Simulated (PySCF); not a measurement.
C$_{3}$H$_{9}$As, SMILES `CC[AsH]C`.

PySCF calculation, CAM-B3LYP/def2-SVP, gas phase; geometry: GFN2-xTB. No frequency check shows the geometry to be a minimum. GFN2-xTB bond lengths at metals and heavier atoms can be off by up to 0.1 Å and shapes distorted, which carries into these values. Without diffuse functions Rydberg states are missing, so the states' numbers hold for this basis only.

Geometry (Å), atoms numbered from 1:

```
C1       2.4452    0.0892   -0.0893
C2       1.1055    0.7870    0.1051
As3     -0.4245   -0.4816    0.0649
C4      -1.8377    0.8883   -0.0841
H5       2.6027   -0.6575    0.6892
H6       2.4728   -0.4182   -1.0537
H7       3.2677    0.8034   -0.0533
H8       0.9655    1.5527   -0.6624
H9       1.0922    1.2932    1.0759
H10     -0.3317   -0.7163   -1.4242
H11     -1.9916    1.3541    0.8896
H12     -1.5698    1.6618   -0.8017
H13     -2.7785    0.4333   -0.3907
```

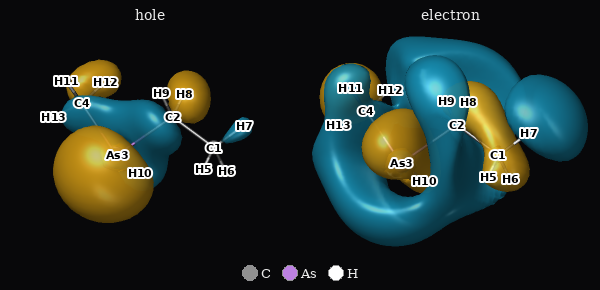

Leading natural transition orbital pair of S₃ (full linear response singlet states); the surfaces enclose about 78 % of each orbital's density.

### Where does the state lie, and where do hole and electron sit?

8.20 eV (151 nm), f = 0.008; the leading pair carries 78 %; hole on As3 (59 %), C2 (14 %) and C4 (8 %), electron on As3 (31 %), C2 (14 %) and C4 (10 %) (shares are of the whole state, not of the leading pair alone); their centroids lie 0.8 Å apart. In canonical orbitals it is mainly HOMO → LUMO+2 (61 %). The HOMO–LUMO gap is 10.06 eV.

The PySCF run took 16 min on 1 thread of Arm Neoverse V1 (shared host), peak memory 0.81 GiB.
